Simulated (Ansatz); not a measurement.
**H₉PSi₃ (SMILES [SiH3]P([SiH3])[SiH3]): density, localisation and related maps**

```xyz
13

Si   -1.1739    1.4502   -0.4932
P     0.7025    0.3076   -0.9577
Si    1.5260    0.3416    1.1311
Si   -0.2208   -1.7344   -0.8167
H    -2.0805    1.3572   -1.6670
H    -1.8841    0.9330    0.7082
H    -0.8103    2.8727   -0.2638
H     0.5263   -0.0707    2.1538
H     2.6874   -0.5836    1.1910
H     1.9819    1.7237    1.4313
H     0.8710   -2.7426   -0.8214
H    -1.0404   -1.9151    0.4124
H    -1.0851   -1.9397   -2.0080
```

Geometry: PBE0-D4/def2-TZVP.

Theory: RKS PBE0-D4/def2-TZVPP in Ansatz.

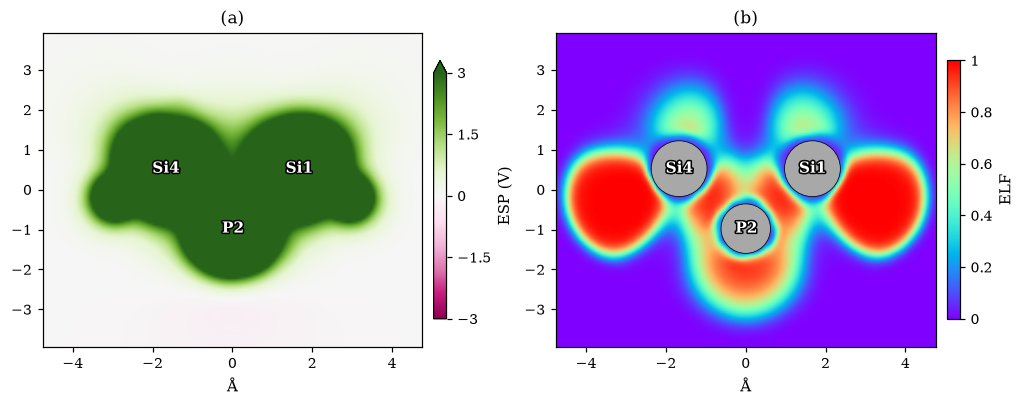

Figure 1. (a) electrostatic potential; (b) ELF on the plane of atoms Si1, P2 and Si4. Grey discs cover the atomic cores in the ELF map.

Read the bonding off the picture.

Answer. Atoms in the plane: Si and P.
Si–P (2.25 Å): the ELF peaks at about 0.95 between the atoms, as expected for localised, covalent bonding.
The ELF also peaks beside P2, away from the bonds: lone-pair regions.
The potential has no marked negative region in this plane.

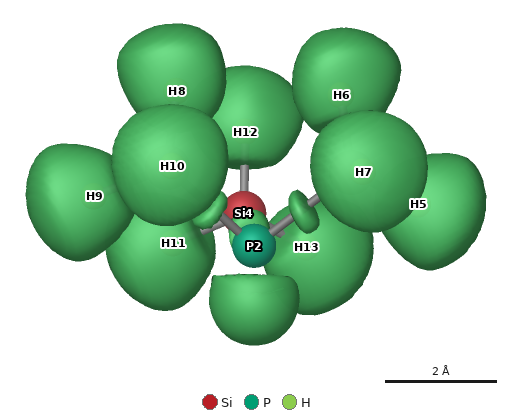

Figure 2. Isosurface of the ELF at 0.9 (green), seen from one side. Core shells and regions of very low density are left out.

Describe the localisation domains.

Answer. At this value the surface marks out three regions between bonded P–Si atoms (shared pairs), nine regions around hydrogen nuclei and one lobe on P, pointing away from the bonds (lone pairs). Profiles from the grid: Si–H (1.49 Å): the ELF climbs to about 1 towards the hydrogen, as it does in any bond to H.

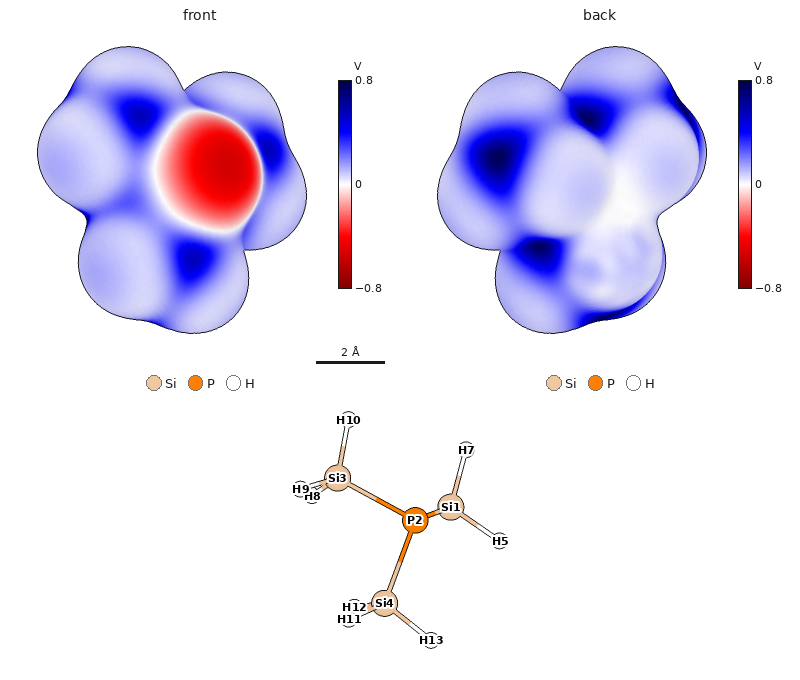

Figure 3. The molecular electrostatic potential painted on the density surface at 0.001 e/bohr³, seen from the front and from behind; red is negative and blue positive. The bare structure is drawn below in the same view.

Describe the electrostatic potential map.

Answer. The most negative region (about −0.5 V, or −12 kcal/mol for a unit charge) lies over P2, the most positive (about +0.7 V, or +16 kcal/mol for a unit charge) over Si1, Si3 and Si4.

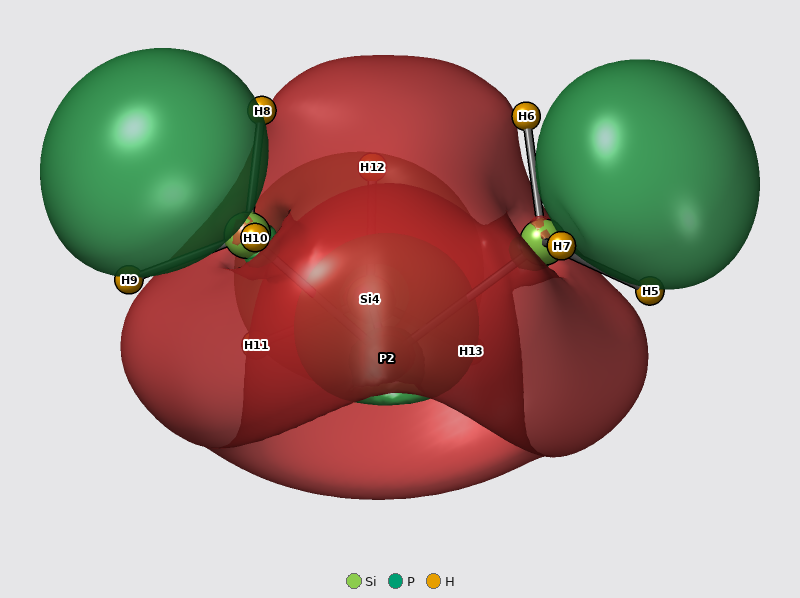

Figure 4. The LUMO at ±0.06 Å⁻³ᐟ² (green and red are the two phases), seen from one side.

What is the character of this orbital?

Answer. By Hirshfeld shares it lies mainly on Si1 (about 20 %), Si3 (about 20 %), Si4 (about 20 %) and P2 (about 20 %). Its energy is −0.21 eV.
